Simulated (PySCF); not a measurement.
Al(H)(Me)(OiPr), SMILES [CH3][AlH][O]C(C)C, GFN2-xTB optimised geometry. Atoms within 1.6 Å of the plane z = 0.0 Å (x, y, z in Å): Al1 (-1.22, 0.07, 0.00), H2 (-1.83, 1.47, 0.00), C3 (-2.34, -1.58, 0.02), H4 (-3.41, -1.35, 0.02), H5 (-2.15, -2.20, 0.91), H6 (-2.15, -2.22, -0.84), O7 (0.43, 0.07, 0.00), C8 (1.82, 0.10, -0.10), C9 (2.26, 1.33, -0.89), C10 (2.32, -1.19, -0.75), H11 (2.23, 0.16, 0.92), H13 (3.34, 1.38, -0.94), H14 (1.87, 2.22, -0.42), H15 (1.99, -2.05, -0.18), H17 (3.41, -1.19, -0.81).

Level of theory: B3LYP/def2-SVP run with PySCF 2.14.0. Cells within 0.4 Å of a nucleus heavier than hydrogen are left out (blank, or x).

Map of the log10 of the electron density (e/bohr³), floored at −4 on the plane z = 0.0 Å:

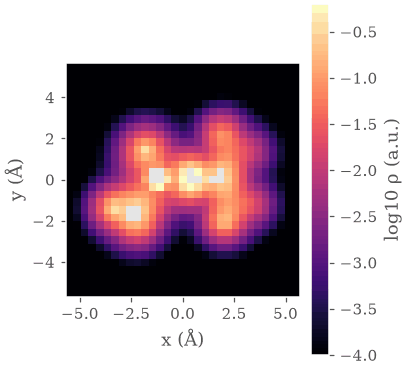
Log10 of the electron density (e/bohr³), floored at −4 on the plane z = 0.0 Å.
